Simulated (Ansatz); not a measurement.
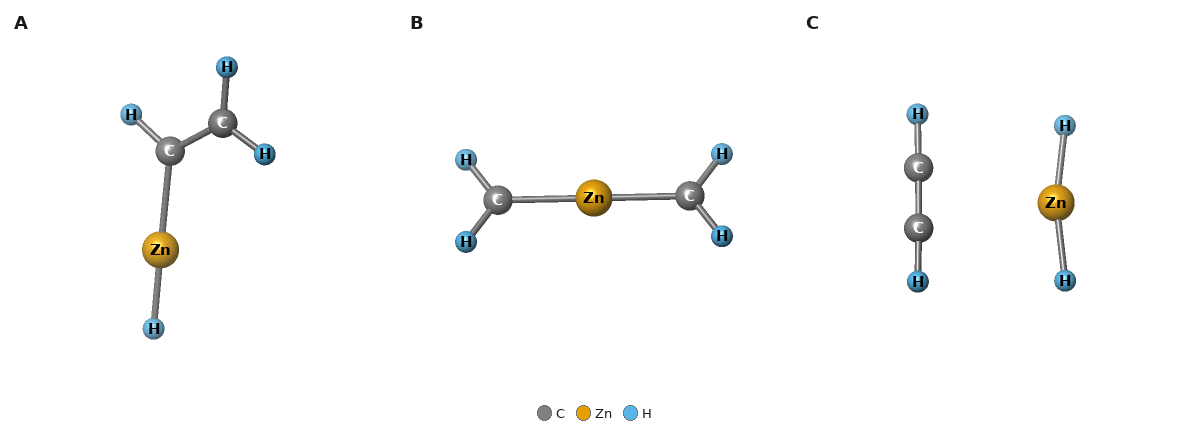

3 stationary structures of one formula. Geometries: PBE0-D4/def2-TZVP. Electronic energies: RHF-CCSD(T) (frozen core) with 3s3p of Cu, Zn/def2-TZVPP (Ansatz 0.2.0), without zero-point energy. No frequency run is at hand to confirm each as a minimum. Each is one conformer, not always the lowest.

**Which structure is the most stable?**

A is lowest (Cs); C lies 1.658 eV above it (C2v), B lies 2.411 eV above it.
